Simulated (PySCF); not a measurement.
# C2H7FSi2: NMR shifts and electronic excitations at several levels of theory, part 2 of 2

PySCF 2.14.0. Atoms count from 0.

## 8. Shielding tensors: PBE0/aug-cc-pVDZ

What the job is given:

```
{"job": {"kind": "nmr", "xc": "PBE0", "basis": "aug-cc-pVDZ", "pop": true}, "charge": 0, "multiplicity": 1}
F      1.332585     0.140927     2.141309
Si     1.175111    -0.123254     0.539621
C     -0.218661    -1.338836     0.172580
Si    -1.212289     0.133504    -0.528383
C      0.277537     1.305420    -0.301241
H      2.531843    -0.469374     0.024993
H      0.046005    -2.104792    -0.574272
H     -0.655892    -1.846933     1.045469
H     -2.380009     0.504097     0.326836
H     -1.665284    -0.037426    -1.942594
H      0.100874     2.190045     0.329459
H      0.742840     1.641362    -1.241594
```

Level: GIAO PBE0/aug-cc-pVDZ NMR shielding, non-relativistic, gas phase.

The log of the run:

```text
coarse grid: 10848 points
cycle   1  E = -758.7968789518  dE =  3.504e-01  |g| = 6.315e-01  |ddm| = 7.424e+00
cycle   2  E = -758.7258550074  dE =  7.102e-02  |g| = 8.835e-01  |ddm| = 2.395e+00
cycle   3  E = -758.8803566280  dE = -1.545e-01  |g| = 7.915e-02  |ddm| = 1.268e+00
cycle   4  E = -758.8813581210  dE = -1.001e-03  |g| = 3.079e-02  |ddm| = 1.766e-01
cycle   5  E = -758.8815832908  dE = -2.252e-04  |g| = 5.472e-03  |ddm| = 6.607e-02
cycle   6  E = -758.8815920935  dE = -8.803e-06  |g| = 1.119e-03  |ddm| = 1.590e-02
final grid: 95480 points
cycle   7  E = -758.8937735145  dE = -1.184e-05  |g| = 6.013e-03  |ddm| = 9.576e-02
cycle   8  E = -758.8937662633  dE =  7.251e-06  |g| = 7.924e-03  |ddm| = 2.675e-02
cycle   9  E = -758.8937835011  dE = -1.724e-05  |g| = 4.586e-04  |ddm| = 1.444e-02
cycle  10  E = -758.8937835339  dE = -3.278e-08  |g| = 1.717e-04  |ddm| = 8.274e-04
cycle  11  E = -758.8937835388  dE = -4.906e-09  |g| = 2.284e-05  |ddm| = 2.908e-04
cycle  12  E = -758.8937835389  dE = -1.578e-10  |g| = 4.415e-06  |ddm| = 8.362e-05
converged SCF energy = -758.8937835389

GIAO shielding tensors (ppm)
atom      isotropic    diamagn.    paramagn.     s11        s22        s33       span
  0 F      367.823     472.300    -104.477    332.640    372.579    398.248     65.608
  1 Si     382.557     879.677    -497.120    346.739    382.689    418.243     71.505
  2 C      193.361     206.048     -12.687    176.282    194.810    208.990     32.708
  3 Si     450.649     888.242    -437.593    416.126    443.465    492.355     76.229
  4 C      193.462     206.095     -12.632    176.364    194.874    209.149     32.785
  5 H       25.137      25.190      -0.053     21.911     23.031     30.471      8.560
  6 H       30.598      30.773      -0.175     26.895     27.972     36.925     10.030
  7 H       30.540      30.056       0.484     27.077     27.348     37.195     10.118
  8 H       26.323      26.432      -0.108     23.262     24.354     31.354      8.092
  9 H       26.324      26.190       0.134     23.366     24.316     31.289      7.923
 10 H       30.543      30.005       0.537     27.094     27.373     37.162     10.068
 11 H       30.602      30.836      -0.234     26.878     27.965     36.963     10.085
```

Run time: 20 s. Hardware: 1 thread of Arm Neoverse V1, shared host; peak memory 0.89 GiB.

This run: δ C2 1.7, F0 -173.7, Si1 34.2, Si3 -33.9, H5 6.26, H8 5.07 ppm (means over like atoms).

## 9. Nuclear shieldings: PBE0/IGLO-III

The job, as its differences from that of step 8:

```diff
@@ -1,2 +1,2 @@
-{"job": {"kind": "nmr", "xc": "PBE0", "basis": "aug-cc-pVDZ", "pop": true}, "charge": 0, "multiplicity": 1}
+{"job": {"kind": "nmr", "xc": "PBE0", "basis": "IGLO-III", "pop": true}, "charge": 0, "multiplicity": 1}
 F      1.332585     0.140927     2.141309
```

Level: GIAO PBE0/IGLO-III NMR shielding, non-relativistic, gas phase.

The log of the run:

```text
coarse grid: 10848 points
cycle   1  E = -758.8851256664  dE =  2.711e-01  |g| = 7.087e-01  |ddm| = 2.539e+00
cycle   2  E = -758.8027674216  dE =  8.236e-02  |g| = 9.988e-01  |ddm| = 9.058e-01
cycle   3  E = -758.9762959360  dE = -1.735e-01  |g| = 9.593e-02  |ddm| = 5.486e-01
cycle   4  E = -758.9773782996  dE = -1.082e-03  |g| = 4.356e-02  |ddm| = 6.568e-02
cycle   5  E = -758.9777701256  dE = -3.918e-04  |g| = 7.253e-03  |ddm| = 2.899e-02
cycle   6  E = -758.9777809985  dE = -1.087e-05  |g| = 1.348e-03  |ddm| = 5.877e-03
cycle   7  E = -758.9777814991  dE = -5.005e-07  |g| = 2.912e-04  |ddm| = 1.396e-03
final grid: 95480 points
cycle   8  E = -758.9876139598  dE = -6.660e-05  |g| = 6.396e-03  |ddm| = 3.190e-02
cycle   9  E = -758.9876084027  dE =  5.557e-06  |g| = 7.727e-03  |ddm| = 8.907e-03
cycle  10  E = -758.9876230288  dE = -1.463e-05  |g| = 4.881e-04  |ddm| = 4.980e-03
cycle  11  E = -758.9876230658  dE = -3.699e-08  |g| = 3.157e-04  |ddm| = 4.648e-04
cycle  12  E = -758.9876230817  dE = -1.585e-08  |g| = 8.287e-05  |ddm| = 1.583e-04
cycle  13  E = -758.9876230826  dE = -9.602e-10  |g| = 1.258e-05  |ddm| = 4.211e-05
converged SCF energy = -758.9876230826

GIAO shielding tensors (ppm)
atom      isotropic    diamagn.    paramagn.     s11        s22        s33       span
  0 F      345.623     471.585    -125.962    309.488    357.484    369.896     60.407
  1 Si     320.988     889.210    -568.222    285.298    317.849    359.816     74.518
  2 C      180.631     255.088     -74.458    162.996    181.640    197.256     34.260
  3 Si     384.819     892.180    -507.360    360.406    374.577    419.475     59.069
  4 C      180.747     255.107     -74.360    163.088    181.744    197.408     34.319
  5 H       25.174      28.784      -3.610     22.242     23.077     30.203      7.961
  6 H       30.620      29.540       1.080     26.959     28.053     36.848      9.889
  7 H       30.560      29.315       1.245     27.218     27.371     37.089      9.871
  8 H       26.307      29.468      -3.161     23.334     24.500     31.086      7.752
  9 H       26.310      29.222      -2.911     23.472     24.471     30.988      7.517
 10 H       30.564      29.340       1.224     27.233     27.401     37.057      9.825
 11 H       30.621      29.522       1.099     26.940     28.041     36.884      9.944
```

Run time: 33 s. Hardware: 1 thread of Arm Neoverse V1, shared host; peak memory 1.1 GiB.

Key values: δ C2 3.1, F0 -171.0, Si1 24.4, Si3 -39.5, H5 6.20, H8 5.07 ppm (means over like atoms).

## 10. Shielding tensors: PBE0/pcSseg-0

The job, as its differences from that of step 9:

```diff
@@ -1,2 +1,2 @@
-{"job": {"kind": "nmr", "xc": "PBE0", "basis": "IGLO-III", "pop": true}, "charge": 0, "multiplicity": 1}
+{"job": {"kind": "nmr", "xc": "PBE0", "basis": "pcSseg-0", "pop": true}, "charge": 0, "multiplicity": 1}
 F      1.332585     0.140927     2.141309
```

With the program's defaults for keys left out, this is: GIAO PBE0/pcSseg-0 NMR shielding, non-relativistic, gas phase.

The log of the run:

```text
coarse grid: 10848 points
cycle   1  E = -757.6660098438  dE =  2.712e-01  |g| = 6.143e-01  |ddm| = 3.590e+00
cycle   2  E = -757.6166387312  dE =  4.937e-02  |g| = 8.332e-01  |ddm| = 2.016e+00
cycle   3  E = -757.7429156956  dE = -1.263e-01  |g| = 7.214e-02  |ddm| = 1.209e+00
cycle   4  E = -757.7438336971  dE = -9.180e-04  |g| = 2.504e-02  |ddm| = 1.143e-01
cycle   5  E = -757.7439738292  dE = -1.401e-04  |g| = 4.987e-03  |ddm| = 3.751e-02
cycle   6  E = -757.7439815880  dE = -7.759e-06  |g| = 3.115e-04  |ddm| = 9.161e-03
final grid: 95480 points
cycle   7  E = -757.7835623730  dE = -9.551e-06  |g| = 4.660e-03  |ddm| = 1.743e-02
cycle   8  E = -757.7835601583  dE =  2.215e-06  |g| = 5.659e-03  |ddm| = 1.229e-02
cycle   9  E = -757.7835671557  dE = -6.997e-06  |g| = 1.385e-04  |ddm| = 6.834e-03
cycle  10  E = -757.7835671606  dE = -4.925e-09  |g| = 6.685e-05  |ddm| = 3.218e-04
cycle  11  E = -757.7835671613  dE = -7.512e-10  |g| = 2.835e-05  |ddm| = 1.196e-04
converged SCF energy = -757.7835671613

GIAO shielding tensors (ppm)
atom      isotropic    diamagn.    paramagn.     s11        s22        s33       span
  0 F      389.412     470.146     -80.734    323.205    380.879    464.153    140.948
  1 Si     313.713     873.712    -559.999    266.319    314.069    360.752     94.433
  2 C      194.605     266.265     -71.660    176.293    194.044    213.477     37.184
  3 Si     409.236     878.411    -469.175    363.519    390.415    473.774    110.254
  4 C      194.666     266.262     -71.596    176.345    194.036    213.618     37.273
  5 H       26.439      27.775      -1.336     22.560     23.505     33.253     10.693
  6 H       32.185      32.394      -0.208     27.758     28.975     39.823     12.065
  7 H       32.273      32.305      -0.033     28.046     28.342     40.430     12.383
  8 H       27.734      28.544      -0.810     24.004     25.808     33.389      9.385
  9 H       27.935      28.569      -0.634     24.105     25.974     33.726      9.621
 10 H       32.277      32.313      -0.035     28.068     28.366     40.398     12.331
 11 H       32.186      32.392      -0.206     27.735     28.962     39.861     12.125
```

It took 5.2 s on 1 thread of Arm Neoverse V1, shared host; peak memory 0.44 GiB.

This run: δ C2 -1.1, F0 -211.0, Si1 34.8, Si3 -60.7, H5 6.39, H8 5.10 ppm (means over like atoms).

## 11. Ultraviolet spectrum: HF/def2-SVPD

The job, as its differences from that of step 10:

```diff
@@ -1,2 +1,2 @@
-{"job": {"kind": "nmr", "xc": "PBE0", "basis": "pcSseg-0", "pop": true}, "charge": 0, "multiplicity": 1}
+{"job": {"kind": "uv", "xc": "HF", "basis": "def2-SVPD", "ip": true}, "charge": 0, "multiplicity": 1}
 F      1.332585     0.140927     2.141309
```

Level: TDDFT HF/def2-SVPD, vertical, gas phase, core orbitals frozen in the response.

The log of the run:

```text
final grid: 95480 points
cycle   1  E = -756.7955837351  dE =  4.363e-01  |g| = 5.167e-01  |ddm| = 3.935e+00
cycle   2  E = -756.8591609382  dE = -6.358e-02  |g| = 2.762e-01  |ddm| = 9.808e-01
cycle   3  E = -756.8727424075  dE = -1.358e-02  |g| = 6.307e-02  |ddm| = 2.748e-01
cycle   4  E = -756.8740840408  dE = -1.342e-03  |g| = 8.271e-03  |ddm| = 1.732e-01
cycle   5  E = -756.8741165049  dE = -3.246e-05  |g| = 1.924e-03  |ddm| = 2.821e-02
cycle   6  E = -756.8741186949  dE = -2.190e-06  |g| = 5.723e-04  |ddm| = 6.165e-03
cycle   7  E = -756.8741189186  dE = -2.237e-07  |g| = 1.687e-04  |ddm| = 1.406e-03
cycle   8  E = -756.8741189372  dE = -1.861e-08  |g| = 4.978e-05  |ddm| = 4.391e-04
cycle   9  E = -756.8741189387  dE = -1.539e-09  |g| = 1.094e-05  |ddm| = 1.361e-04
cycle  10  E = -756.8741189388  dE = -1.053e-10  |g| = 3.246e-06  |ddm| = 3.565e-05
converged SCF energy = -756.8741189388

Static polarisability (au): isotropic 67.549, principal 59.503 65.763 77.380

Singlet excitations
state   eV       nm        f      main configurations
  1   7.8347    158.3   0.00650   H->L+3 0.47, H->L+2 0.22, H->L+4 0.17
  2   7.9681    155.6   0.00451   H->L+1 0.76
  3   8.1412    152.3   0.00120   H-1->L+3 0.41, H-1->L+4 0.25, H-1->L+2 0.18
  4   8.5464    145.1   0.00207   H->L 0.67, H->L+4 0.08
  5   8.9127    139.1   0.00166   H-2->L+3 0.39, H-2->L+4 0.24, H-2->L+2 0.18
  6   9.0380    137.2   0.00058   H-1->L 0.59, H-1->L+3 0.11
  7   9.0598    136.9   0.32407   H-1->L+1 0.63, H->L+4 0.10
  8   9.3076    133.2   0.15082   H->L+2 0.53, H->L+3 0.10, H->L+4 0.10
  9   9.5536    129.8   0.00060   H-3->L+1 0.61, H-3->L+7 0.16
 10   9.5931    129.2   0.02725   H-2->L+1 0.48

Triplet excitations (Tamm-Dancoff, eV): 7.3289 7.4744 7.7843 7.8170
Vertical ionisation energy (delta-SCF) = 9.9380 eV
```

Wall time 19 s (1 thread of Arm Neoverse V1, shared host); peak memory 0.75 GiB.

The orbitals next to the gap, with their largest atomic shares:

```csv
orbital,eV,atoms
HOMO−3,-12.82,"Si3 36 %, H9 23 %, H8 23 %"
HOMO−2,-12.23,"C2 29 %, C4 29 %, Si1 10 %"
HOMO−1,-11.58,"C2 27 %, C4 27 %, Si3 16 %"
HOMO,-10.92,"C4 19 %, C2 19 %, Si3 17 %"
LUMO,2.45,"Si3 40 %, Si1 18 %, H9 6 %"
LUMO+1,2.63,"Si3 16 %, C2 14 %, C4 14 %"
LUMO+2,2.74,"Si1 34 %, Si3 22 %, F0 8 %"
```

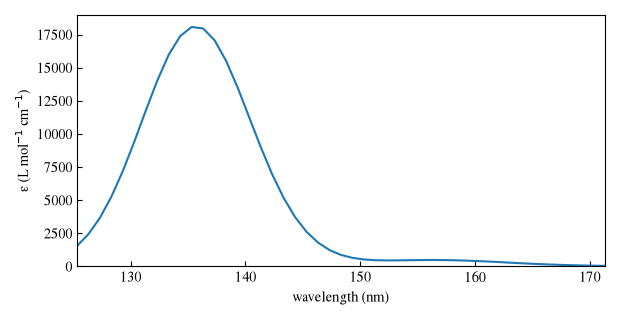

Absorption spectrum: each of the 10 states is a Gaussian band of 0.4 eV half-width at 1/e. Beyond the last state computed it falls off for lack of states.

Further results of this job:

```csv
property,computed
dipole moment (D),1.83
polarisability (Å³),10.01
HOMO–LUMO gap (eV),13.37
−ε(HOMO) (eV),10.92
```

## 12. Comparing the runs: NMR shifts

Shifts (ppm) of some atoms, chosen among heavy atoms and hydrogens apart, means over like atoms, with basis size and wall time:

```csv
run,C2,H5,H8,H9,F0,Si1,Si3,functions,time
PBE0/6-31G*,2.4,6.15,5.08,4.99,-154.0,41.9,-14.7,92,8 s
"PBE0/6-311+G(2d,p)",3.2,6.22,5.14,5.13,-175.4,28.3,-39.0,193,20 s
PBE0/def2-SVP,0.9,5.82,4.85,4.80,-143.0,21.1,-40.7,113,9 s
PBE0/def2-TZVP,2.8,6.27,5.17,5.18,-164.0,25.9,-39.7,209,23 s
PBE0/cc-pVDZ,2.4,5.89,4.84,4.80,-161.8,27.7,-32.6,113,9.9 s
PBE0/cc-pVTZ,2.3,6.07,4.96,4.97,-167.9,28.8,-36.2,256,33 s
PBE0/aug-cc-pVDZ,1.7,6.26,5.07,5.07,-173.7,34.2,-33.9,186,20 s
PBE0/IGLO-III,3.1,6.20,5.07,5.06,-171.0,24.4,-39.5,263,33 s
PBE0/pcSseg-0,-1.1,6.39,5.10,4.90,-211.0,34.8,-60.7,67,5.2 s
```

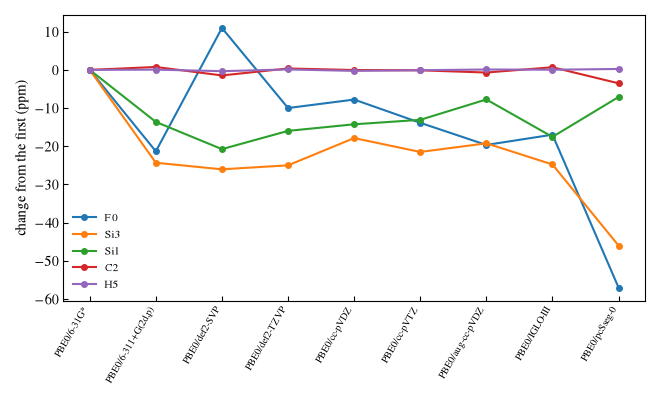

How five of the tabulated atoms move from run to run.

## 13. Outcome

What follows sums up all 2 parts.

| quantity | value |
| --- | --- |
| ¹³C shifts against TMS (PBE0/6-31G*, means over atoms taken as alike) | 2.4 ppm |
| ¹H shifts against TMS (PBE0/6-31G*, means over atoms taken as alike) | 6.15, 5.08, 4.99, 0.66, 0.54 ppm |
| ¹⁹F shifts against CFCl3 (PBE0/6-31G*) | -154.0 ppm |
| ²⁹Si shifts against TMS (PBE0/6-31G*) | 41.9, -14.7 ppm |
| lowest singlet (HF/def2-SVPD) | 7.83 eV (158 nm), f = 0.006 |
| brightest single state of those computed | state 7, 9.06 eV, f = 0.324 |
| lowest triplet | 7.33 eV |
| vertical ionisation energy (ΔSCF) | 9.94 eV |
| range of the shift of F0 | -211.0 to -143.0 ppm |

**Reading.** Single values in the summary come from the first run of each kind that ended normally (PBE0/6-31G*; HF/def2-SVPD), which need not be the best level. The first singlet state (HOMO→LUMO+3 0.47, HOMO→LUMO+2 0.22) lies at 7.83 eV and is weak; of the 10 states computed, the strongest absorption comes from state 7 at 9.06 eV. The lowest triplet lies 0.51 eV below the lowest singlet (triplets in Tamm-Dancoff, singlets in full TDDFT). At HF/def2-SVPD, the highest states lie near or above the ionisation energy, where they hang on the basis. The orbital energy would give 10.92 eV for ionisation, ΔSCF gives 9.94 eV. Across the 9 runs the shift of F0 moves most, between -211.0 (PBE0/pcSseg-0) and -143.0 ppm (PBE0/def2-SVP). Part of that comes from the computed reference.
